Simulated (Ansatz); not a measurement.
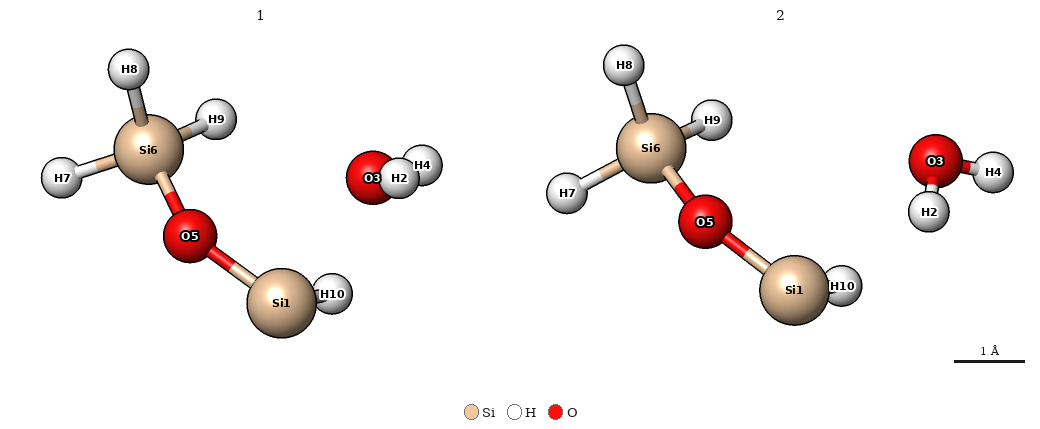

Two geometries of Si2H6O2, drawn at one scale. One is the start of a relaxation, the other its converged end. Style: ball-and-stick. Shown at a tilt.

Computed with RHF/6-31G* in Ansatz 0.2.0. Settings: no spin polarisation; force threshold 0.03 eV/Å; at most 50 steps.

Question: Which geometry has the lower energy?

Answer: Structure 1 is the relaxed one. The run prepares an end point of a later path (reaction) calculation, from a guessed geometry. The largest move after the best rigid fit is that of H4, 0.86 Å. Largest moves by element: H 0.86 Å, O 0.71 Å, Si 0.29 Å. Among the contacts that change: Si1–O3 2.870 → 2.289 Å, H2–O3 0.971 → 0.950 Å, Si1–O5 1.641 → 1.660 Å, O5–Si6 1.642 → 1.631 Å. Bond angles that change, for instance: Si1–O5–Si6 149.6° → 146.3°, H2–O3–H4 105.7° → 107.9°. The energy falls by 24.0 kJ/mol in 15 accepted moves (16 points after the start). The largest force component goes from 1.2 to 0.018 eV/Å. The line search rejected the trial step at point 1 of the run.

Limits of the set-up: the start holds two separate molecules, 2.7 Å apart at their closest, whose relative position is a soft coordinate and is computed without a dispersion correction; Hartree-Fock leaves out electron correlation.
